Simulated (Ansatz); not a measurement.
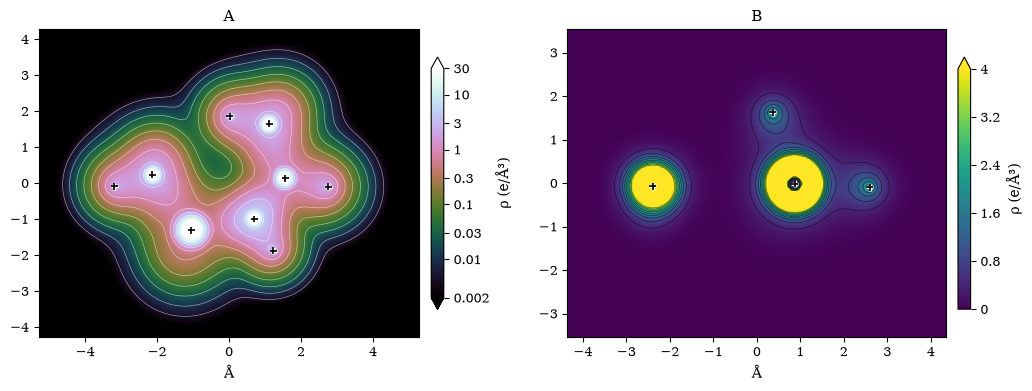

The total electron density of 2 systems, each on a plane through atoms (crosses mark nuclei in the plane).

Computed with RKS PBE/def2-SVP (Ansatz).

System 1: C2H10BNSi (SMILES CBN[SiH2]C), the plane of atoms C1, B2 and N3. 

```yaml
atoms:
  - { symbol: C, position_ang: [-1.5550, 0.5282, -1.1812] }
  - { symbol: B, position_ang: [-1.0188, -0.9473, -1.0239] }
  - { symbol: N, position_ang: [0.0573, -1.3745, -0.2026] }
  - { symbol: Si, position_ang: [1.2172, -0.6219, 0.9181] }
  - { symbol: C, position_ang: [1.0546, 1.2432, 1.0945] }
  - { symbol: H, position_ang: [-2.6425, 0.5482, -0.9486] }
  - { symbol: H, position_ang: [-1.0595, 1.3126, -0.5797] }
  - { symbol: H, position_ang: [-1.4906, 0.8223, -2.2524] }
  - { symbol: H, position_ang: [-1.5727, -1.8308, -1.6695] }
  - { symbol: H, position_ang: [0.2218, -2.3868, -0.2662] }
  - { symbol: H, position_ang: [1.0500, -1.2736, 2.2686] }
  - { symbol: H, position_ang: [2.6059, -0.9657, 0.4385] }
  - { symbol: H, position_ang: [0.0706, 1.5354, 1.5109] }
  - { symbol: H, position_ang: [1.8402, 1.5951, 1.7949] }
  - { symbol: H, position_ang: [1.1999, 1.7647, 0.1281] }
```

System 2: H4Sn···HF···H2O, the plane of atoms H3, Sn1 and H4. Core potentials replace the inner electrons of Sn; not at a stationary point (largest force 1.4 eV/Å).

```yaml
atoms:
  - { symbol: Sn, position_ang: [-1.1319, 1.2277, -0.4850] }
  - { symbol: H, position_ang: [-0.4648, -0.2856, -0.9222] }
  - { symbol: H, position_ang: [-2.1393, 1.7327, -1.7978] }
  - { symbol: H, position_ang: [-2.0881, 1.0387, 0.9308] }
  - { symbol: H, position_ang: [0.1321, 2.3709, -0.2639] }
  - { symbol: H, position_ang: [1.4320, -0.2840, 1.3207] }
  - { symbol: F, position_ang: [0.9173, 0.2612, 1.8573] }
  - { symbol: H, position_ang: [0.9672, -1.5607, -0.8328] }
  - { symbol: O, position_ang: [1.5180, -1.9893, -0.1523] }
  - { symbol: H, position_ang: [0.8576, -2.5115, 0.3454] }
```

Which map belongs to which system?

Panel A is system 1, C2H10BNSi: the plane holds C, B, N, Si and H. B–N (1.42 Å): the density is about 1.8 e/Å³ at the midpoint. Panel B is system 2, H4Sn···HF···H2O: the plane holds Sn, H and F.
